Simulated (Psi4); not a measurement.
# BH3 (borane) at M06-2X/def2-TZVPPD

What is the vertical electron affinity of BH3 (borane) at M06-2X/def2-TZVPPD? 

The calculation is run with Psi4 1.11.

### 1 The system as given

The species is BH3 (4 atoms), meant as a singlet with charge 0. As SMILES, `B`. The shape is that of a PBE0-D4/def2-TZVP optimisation.

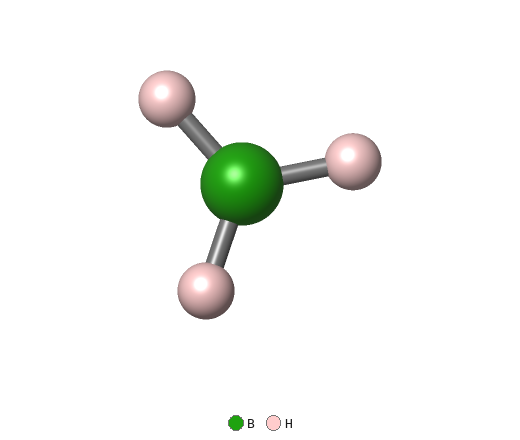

The structure, seen from a chosen angle (boron green, hydrogen pink).

### 2 Energy and gradient at M06-2X/def2-TZVPPD

Contents of job.inp:

```
memory 1600 MB

molecule m {
  B      0.013900    -0.015100    -0.005100
  H      0.982200     0.381700     0.568800
  H     -0.276200    -1.171800     0.043000
  H     -0.664400     0.744900    -0.626900
  symmetry c1
  no_reorient
  no_com
}

set globals {
  basis                def2-TZVPPD
  puream               true
  e_convergence        1e-09
  d_convergence        1e-08
  scf_type             pk
  dft_radial_points    99
  dft_spherical_points 590
}

E, wfn = gradient('m06-2x', return_wfn=True)
oeprop(wfn, 'QUADRUPOLE', 'DIPOLE', 'MAYER_INDICES')
```

The run is started by

```console
$ psi4 -n 1 job.inp job.out
```

job.out:

```text
[...]
  Running in c1 symmetry.
[...]
  Nuclear repulsion =    7.418838234776622
[...]
  Multiplicity = 1
[...]
  Nalpha       = 4
  Nbeta        = 4
[...]
    Number of basis functions: 88
[...]
   @RKS iter   1:   -26.56686168896848   -5.68340e-01   2.54881e-03 DIIS/ADIIS
[...]
   @RKS iter   7:   -26.59592336409866   -2.43112e-11   5.02488e-09 DIIS
[...]
    Orbital Energies [Eh]
    ---------------------
    Doubly Occupied:
       1A     -7.060070     2A     -0.589450     3A     -0.413437
       4A     -0.413428
[...]
  @RKS Final Energy:   -26.59592336409866
   => Energetics <=
    Nuclear Repulsion Energy =              7.4188382347766222
    One-Electron Energy =                 -49.0766512059451827
    Two-Electron Energy =                  17.5226585891505025
    DFT Exchange-Correlation Energy =      -2.4607689820805967
    Empirical Dispersion Energy =           0.0000000000000000
    VV10 Nonlocal Energy =                  0.0000000000000000
    Total Energy =                        -26.5959233640986561
[...]
  -Total Gradient:
     Atom            X                  Y                   Z
    ------   -----------------  -----------------  -----------------
       1       -0.000000120196     0.000005886911    -0.000024127059
       2        0.002778697359     0.001150385132     0.001651743416
       3       -0.000837506908    -0.003330303462     0.000144273247
       4       -0.001941690038     0.002176408238    -0.001772820155
[...]
 Multipole Moments:
 ------------------------------------------------------------------------------------
     Multipole            Electronic (a.u.)      Nuclear  (a.u.)        Total (a.u.)
 ------------------------------------------------------------------------------------
 L = 1.  Multiply by 2.5417464519 to convert [e a0] to [Debye]
 Dipole X            :         -0.2099266            0.2099486            0.0000219
 Dipole Y            :          0.2280788           -0.2280899           -0.0000111
 Dipole Z            :          0.0766611           -0.0767229           -0.0000617
 Magnitude           :                                                    0.0000665
 L = 2.  Multiply by 1.3450342976 to convert [e a0^2] to [Debye ang]
 Quadrupole XX       :        -11.7416097            5.2973057           -6.4443039
 Quadrupole XY       :         -0.8722406            0.7234831           -0.1487575
[...]
```

Run time: 14 s. Hardware: 1 thread of Intel Xeon 6975P-C (Granite Rapids), shared host; peak memory 0.81 GiB.

### 3 The doublet anion: the energy at UM06-2X/def2-TZVPPD

Contents of run.py:

```python
import psi4

psi4.set_memory('1600 MB')
psi4.set_num_threads(1)
psi4.core.set_output_file('output.dat', False)

molecule = psi4.geometry("""
-1 2
B
H 1 1.193489
H 1 1.193493 2 120.00312
H 1 1.193451 2 119.99514 3 179.98694
units angstrom
symmetry c1
""")

psi4.set_options({
    'basis': 'def2-TZVPPD',
    'reference': 'uks',
    'puream': True,
    'e_convergence': 1e-09,
    'd_convergence': 1e-08,
    'scf_type': 'pk',
    'dft_radial_points': 99,
    'dft_spherical_points': 590,
    'maxiter': 100,
})

e_tot, wfn = psi4.energy("m06-2x", return_wfn=True)
psi4.oeprop(wfn, "DIPOLE", "MULLIKEN_CHARGES", "LOWDIN_CHARGES", title="M06-2X")
print('E =', round(e_tot, 9))
```

The run is started by

```console
$ python run.py
```

output.dat, cut to the lines that bear on the results:

```text
[...]
  Running in c1 symmetry.
[...]
  Nuclear repulsion =    7.418840106720390
[...]
  Multiplicity = 2
[...]
  Nalpha       = 5
  Nbeta        = 4
[...]
    Number of basis functions: 88
[...]
   @UKS iter   1:   -26.41178784967079   -4.13266e-01   5.41987e-03 ADIIS/DIIS
[...]
   @UKS iter  11:   -26.58727401861461   -5.73763e-12   3.36950e-09 DIIS
[...]
   @S^2 Observed:                7.535563821E-01
[...]
  @UKS Final Energy:   -26.58727401861461
   => Energetics <=
    Nuclear Repulsion Energy =              7.4188401067203902
    One-Electron Energy =                 -51.2561502003345026
    Two-Electron Energy =                  19.8084987950876368
    DFT Exchange-Correlation Energy =      -2.5584627200881340
    Empirical Dispersion Energy =           0.0000000000000000
    VV10 Nonlocal Energy =                  0.0000000000000000
    Total Energy =                        -26.5872740186146110
[...]
 Multipole Moments:
 ------------------------------------------------------------------------------------
     Multipole            Electronic (a.u.)      Nuclear  (a.u.)        Total (a.u.)
 ------------------------------------------------------------------------------------
 L = 1.  Multiply by 2.5417464519 to convert [e a0] to [Debye]
 Dipole X            :          0.0000133            0.0001894            0.0002028
 Dipole Y            :          0.0000277           -0.0000376           -0.0000098
 Dipole Z            :         -0.0000588            0.0000389           -0.0000199
 Magnitude           :                                                    0.0002040
[...]
  Mulliken Charges: (a.u.)
   Center  Symbol    Alpha    Beta     Spin     Total
       1     B     3.70179  2.66110  1.04069 -1.36289
       2     H     0.43274  0.44630 -0.01356  0.12097
       3     H     0.43275  0.44631 -0.01356  0.12094
       4     H     0.43272  0.44630 -0.01357  0.12098
   Total alpha =  5.00000, Total beta =  4.00000, Total charge = -1.00000
  Lowdin Charges: (a.u.)
   Center  Symbol    Alpha    Beta     Spin     Total
       1     B     2.99817  2.35595  0.64222 -0.35413
       2     H     0.66727  0.54801  0.11926 -0.21528
[...]
```

Standard output:

```text
E = -26.587274019
```

Run time: 20 s. Hardware: 1 thread of Intel Xeon 6975P-C (Granite Rapids), shared host; peak memory 0.81 GiB.

### 4 Outcome

At M06-2X/def2-TZVPPD:

| quantity | value |
| --- | --- |
| singlet BH3: total energy | -26.59592 Eh |
| singlet BH3: dipole moment | 0.00 D |
| singlet BH3: HOMO energy | -11.25 eV |
| singlet BH3: LUMO energy | -1.03 eV |
| singlet BH3: HOMO–LUMO gap | 10.22 eV |
| singlet BH3: largest force on an atom | 0.177 eV/Å |
| doublet anion: total energy | -26.58727 Eh |
| doublet anion: HOMO energy (highest over α and β) | 1.59 eV |
| doublet anion: LUMO energy (lowest over α and β) | 3.33 eV |
| doublet anion: ⟨S²⟩ | 0.754 |
| vertical electron affinity (to the doublet anion) | -0.235 eV |

**Reading.** The anion lies 0.24 eV (22.7 kJ/mol) above the neutral: the electron isn't bound at this level, and such a value depends on the basis. The HOMO (doublet anion) lies at positive energy, 1.59 eV; only total energies tell whether the electron is bound.
